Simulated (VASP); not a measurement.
# ZrTiSi2: structure and properties in VASP, part 6 of 6

Aim: relax ZrTiSi2, then compute properties on the relaxed cell. The cell is invented: it takes the structure of a Materials Project entry for ZrTiC2 (space group 166 there), with some of its atoms replaced by other elements, volume scaled by an estimate. It may not be a known or stable phase. The atoms of the start are displaced at random from the sites of a R-3m cell.

VASP 6.6.1, plane waves and PAW; the level of theory is named at each step.

Still holding for the runs below: The k-mesh is coarse for a metal.

So far. Step 14 (Volume scan with LDA, volume scale 1.06): The pressure falls from -4.63 to -6.67 GPa. The parabola predicted -6.61 GPa, +0.05 GPa off. Step 16 (Fit for LDA): The fitted volume lies +0.25 % from the relaxed one. At a finite cutoff and mesh the minimum of the energy and the zero of the stress don't quite coincide, and the relaxation stops at a threshold. The atoms bear forces along the scan, since they were held; freeing them would lower the modulus.

## Step 17: Bands along the symmetry lines (LDA), changed input

This step: LDA; plane waves and PAW (Zr_sv, Ti_sv, Si); invented cell (VASP 6.6.1).

The mesh alone shows little of the dispersion and can miss band extrema, so KPOINTS_OPT adds a path through the symmetry points after the self-consistent cycle. Some settings are moved from the usual, to see what they do.

INCAR

```
SYSTEM = ZrTiSi2
PREC = Accurate
ENCUT = 350
EDIFF = 1E-06
NELM = 100
ISMEAR = -1
SIGMA = 0.05
LREAL = .FALSE.
ALGO = Normal
GGA = CA
NBANDS = 30
LORBIT = 11
LWAVE = .FALSE.
LCHARG = .FALSE.
KPAR = 2
```

POSCAR

```
ZrTiSi2
1.0
    1.8604756746      1.0741461354      5.6827879769
   -1.8604756746      1.0741461354      5.6827879769
    0.0000000000     -2.1482922608      5.6827879769
Zr Ti Si
1 1 2
Direct
    0.0000000000      0.0000000000      0.0000000000
    0.5000000000      0.5000000000      0.5000000000
    0.2426801816      0.2426801816      0.2426801816
    0.7573198184      0.7573198184      0.7573198184
```

KPOINTS

```
Automatic mesh
0
Gamma
6 6 6
0 0 0
```

KPOINTS_OPT

```
Line mode
16
Line-mode
Reciprocal
  0.00000000   0.00000000   0.00000000 GAMMA
  0.50000000   0.00000000   0.00000000 L

  0.50000000   0.00000000   0.00000000 L
  0.50000000   0.19048507  -0.19048507 B1

  0.80951493   0.50000000   0.19048507 B
  0.50000000   0.50000000   0.50000000 Z

  0.50000000   0.50000000   0.50000000 Z
  0.00000000   0.00000000   0.00000000 GAMMA

  0.00000000   0.00000000   0.00000000 GAMMA
  0.34524253   0.00000000  -0.34524253 X

  0.65475747   0.34524253   0.00000000 Q
  0.50000000   0.50000000   0.00000000 F

  0.50000000   0.50000000   0.00000000 F
  0.65475747   0.65475747   0.19048507 P1

  0.65475747   0.65475747   0.19048507 P1
  0.50000000   0.50000000   0.50000000 Z

  0.50000000   0.00000000   0.00000000 L
  0.80951493   0.34524253   0.34524253 P
```

The projector-augmented-wave data sets are Zr_sv, Ti_sv and Si (LDA family, release 64).

Started as:

```sh
mpirun -np 2 vasp_std
```

Log:

```text
[... set-up lines as in an earlier step ...]
 entering main loop
       N       E                     dE             d eps       ncg     rms          rms(c)
DAV:   1     0.244841005409E+03    0.24484E+03   -0.11782E+04  1920   0.847E+02
DAV:   2    -0.141539836845E+02   -0.25899E+03   -0.24466E+03  2054   0.279E+02
DAV:   3    -0.345242164395E+02   -0.20370E+02   -0.19844E+02  3226   0.695E+01
DAV:   4    -0.355403525676E+02   -0.10161E+01   -0.10105E+01  2516   0.129E+01
DAV:   5    -0.355716257473E+02   -0.31273E-01   -0.31271E-01  2800   0.202E+00    0.205E+01
DAV:   6    -0.330160156353E+02    0.25556E+01   -0.71687E+00  2262   0.258E+01    0.893E+00
DAV:   7    -0.327876371397E+02    0.22838E+00   -0.33364E+00  2376   0.200E+01    0.697E+00
DAV:   8    -0.322699870889E+02    0.51765E+00   -0.41244E-01  2476   0.617E+00    0.280E+00
DAV:   9    -0.322587962450E+02    0.11191E-01   -0.10054E-01  2780   0.224E+00    0.830E-01
DAV:  10    -0.322530698266E+02    0.57264E-02   -0.15185E-02  2310   0.125E+00    0.218E-01
DAV:  11    -0.322533006106E+02   -0.23078E-03   -0.99647E-04  2342   0.220E-01    0.116E-01
DAV:  12    -0.322532189557E+02    0.81655E-04   -0.57730E-05  2416   0.798E-02    0.456E-02
DAV:  13    -0.322532097279E+02    0.92278E-05   -0.20001E-05  2534   0.363E-02    0.120E-02
DAV:  14    -0.322532096415E+02    0.86420E-07   -0.25358E-06  2340   0.101E-02
   1 F= -.32253210E+02 E0= -.32249858E+02  d E =-.670348E-02
 Start KPOINTS_OPT (optional k-point list driver)
k-point batch [1-32\144]
       N       E                     dE             ncg
DAV:   1    -0.174880471048E+04   -0.22945E+05     1920
DAV:   2    -0.101099572681E+05   -0.83612E+04     2016
DAV:   3    -0.107852741804E+05   -0.67532E+03     3280
DAV:   4    -0.108145233828E+05   -0.29249E+02     2368
DAV:   5    -0.108155779446E+05   -0.10546E+01     2798
DAV:   6    -0.108155856396E+05   -0.76950E-02     2396
DAV:   7    -0.108155858501E+05   -0.21054E-03     2842
DAV:   8    -0.108155858512E+05   -0.10974E-05     1912
DAV:   9    -0.108155858513E+05   -0.64358E-07     1490
[...]
k-point batch [129-144\144]
       N       E                     dE             ncg
DAV:   1     0.821452559274E+04   -0.15123E+05      960
DAV:   2     0.403320180260E+04   -0.41813E+04     1026
DAV:   3     0.370909589617E+04   -0.32411E+03     1612
DAV:   4     0.369496391949E+04   -0.14132E+02     1192
DAV:   5     0.369451721484E+04   -0.44670E+00     1334
DAV:   6     0.369450965158E+04   -0.75633E-02     1198
DAV:   7     0.369450943427E+04   -0.21731E-03     1402
DAV:   8     0.369450943221E+04   -0.20553E-05      992
DAV:   9     0.369450943208E+04   -0.13232E-06      760
```

The job ended after 2 min (2 MPI ranks of Intel Xeon Platinum 8259CL at 2.50GHz (Skylake/Cascade Lake), shared host; peak memory 0.45 GiB; 4 min of CPU time).

Parts of OUTCAR (step 17):

```text
   ENCUT  =  350.0 eV  25.72 Ry    5.07 a.u.   9.27  9.27  9.27*2*pi/ulx,y,z

   NELECT =      32.0000    total number of electrons

 E-fermi :   8.9168

 k-point     1 :       0.0000    0.0000    0.0000
  band No.  band energies     occupation
    ...
     11       3.8762      2.00000
     12       6.5379      2.00000
     13       6.5379      2.00000
     14       8.6101      1.99568
     15       8.6101      1.99568
     16       9.2237      0.00431
     17       9.4511      0.00005
     18       9.4511      0.00005
     19      11.3422      0.00000
     20      11.3422      0.00000
    ...

  Total       -0.0341913     -0.0341913     -0.0589447     -0.0000000     -0.0000000     -0.0000000
  in kB       -0.8039443     -0.8039443     -1.3859738     -0.0000000     -0.0000000     -0.0000000
  external PRESSURE =      -0.9979541 kB  Pullay stress =       0.0000000 kB

 POSITION                                       TOTAL-FORCE (eV/Angst)
 -----------------------------------------------------------------------------------
      0.00000      0.00000      0.00000         0.000000      0.000000     -0.000000
      0.00000      0.00000      8.52418        -0.000000      0.000000      0.000000
      0.00000      0.00000      4.13730         0.000000      0.000000      0.011937
      0.00000      0.00000     12.91106         0.000000     -0.000000     -0.011937
 -----------------------------------------------------------------------------------
    total drift:                                0.000000      0.000000     -0.000000

  FREE ENERGIE OF THE ION-ELECTRON SYSTEM (eV)
  ---------------------------------------------------
  free  energy   TOTEN  =       -32.2532096415 eV

  energy  without entropy=      -32.2465061587  energy(sigma->0) =      -32.24985790

[... 6 parts as in an earlier step ...]

[... 10 further parts left out ...]
```

The cutoff falls from 400 to 350 eV, which shrinks the basis; the stress suffers most (Pulay stress), and PAW energies need not rise evenly as the basis shrinks.

This step gave:

- bands: 30
- free energy (TOTEN): -32.25 eV
- energy at zero smearing: -32.25 eV
- Fermi energy: 8.917 eV
- pressure: -0.09980 GPa

The electronic bands at the labelled points (eV, zero at the Fermi level; # counts the bands kept, so #1 is VASP's band 9):

| point | #5 | #6 | #7 | #8 | #9 | #10 | #11 | #12 |
| --- | --- | --- | --- | --- | --- | --- | --- | --- |
| Γ | -2.38 | -0.31 | -0.31 | 0.31 | 0.53 | 0.53 | 2.43 | 2.43 |
| L | -2.81 | -2.05 | -1.61 | -1.25 | 1.13 | 1.42 | 1.48 | 1.70 |
| B1 | -2.91 | -2.55 | -1.26 | -1.16 | 0.66 | 1.38 | 1.67 | 2.47 |
| jump to B | -2.91 | -2.55 | -1.26 | -1.16 | 0.66 | 1.38 | 1.67 | 2.47 |
| Z | -1.60 | -1.60 | -1.27 | -1.27 | 0.55 | 0.55 | 1.10 | 1.10 |
| Γ | -2.38 | -0.31 | -0.31 | 0.31 | 0.53 | 0.53 | 2.43 | 2.43 |
| X | -2.98 | -2.55 | -1.46 | -1.07 | 0.67 | 1.54 | 1.69 | 2.40 |
| jump to Q | -2.98 | -2.55 | -1.46 | -1.07 | 0.67 | 1.54 | 1.69 | 2.40 |
| F | -2.13 | -2.04 | -1.63 | 0.01 | 0.86 | 1.18 | 1.65 | 1.89 |
| P1 | -2.07 | -2.03 | -1.76 | -0.22 | 0.72 | 1.23 | 1.67 | 2.06 |
| Z | -1.60 | -1.60 | -1.27 | -1.27 | 0.55 | 0.55 | 1.10 | 1.10 |
| jump to L | -2.81 | -2.05 | -1.61 | -1.25 | 1.13 | 1.42 | 1.48 | 1.70 |
| P | -2.07 | -2.03 | -1.76 | -0.22 | 0.72 | 1.23 | 1.67 | 2.06 |

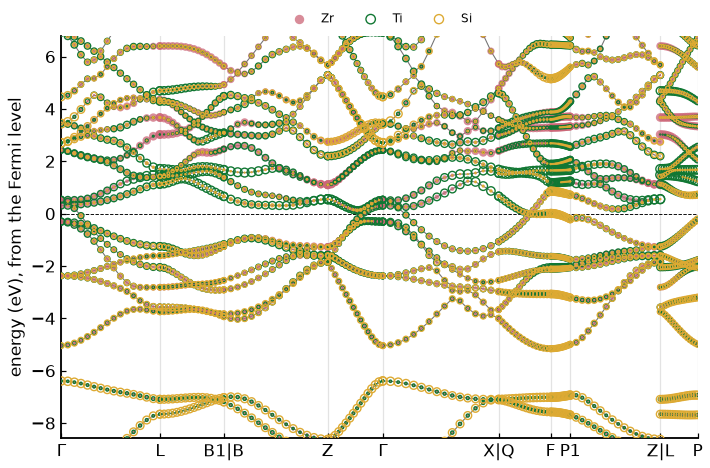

Electronic bands along the path; dots are coloured as in the legend, and their area grows with the weight.

Against the sound run “Bands along the symmetry lines (LDA)”, the energy at zero smearing moves by +0.9 meV an atom, the pressure by -0.16 GPa and the Fermi level by +0.00 eV.

## Step 18: Results

| Quantity | Value |
| --- | --- |
| relaxed volume | 17.03 Å³/atom |
| relaxed conventional cell a, b, c | 3.721, 3.721, 17.048 Å; angles 90.0, 90.0, 120.0° |
| space group after relaxing, within 0.02 Å | R-3m (No. 166) |
| band gap | none, a metal |
| DOS at the Fermi level | 0.649 states/eV/cell |
| band gap (TB-mBJ) | none, a metal |
| bulk modulus from the fit | 129 GPa |
| volume from the fit | 17.1 Å³/atom |

What this shows: With LDA, ZrTiSi2 relaxes to 17.03 Å³/atom in space group R-3m, comes out as a metal and has a bulk modulus of 129 GPa at fixed shape and positions, an upper bound. Bands along the symmetry lines (LDA): Of the bands kept, 2 cross the Fermi level on this path. Bands along the symmetry lines (TB-mBJ): Of the bands kept, 2 cross the Fermi level on this path. Bands along the symmetry lines (LDA), changed input: Of the bands kept, 2 cross the Fermi level on this path. The other levels ran on the cell relaxed with LDA, and without spin-orbit coupling unless named. Spin-orbit coupling is left out; it would split some degenerate bands. The k-sampling is coarse for a metal, so the Fermi level, pressures and the shape of the cell carry errors. No search among competing phases was made. All values are for a static lattice at zero temperature.

[Lines on the potential files, build, host, timing and source positions are cut from VASP's logs without a mark.]

[Logs are printed without paths, hosts, clocks, repeated set-up lines and the standing remarks that a program may print on its own settings, such as how far it seeks lower states.]

[Hosts, paths, dates, database ids (printed as entryN), source tags and the programs' standing remarks are cut or masked in the printed files.]

[A measured line is paired with the nearest computed mode of its activity, which favours agreement.]
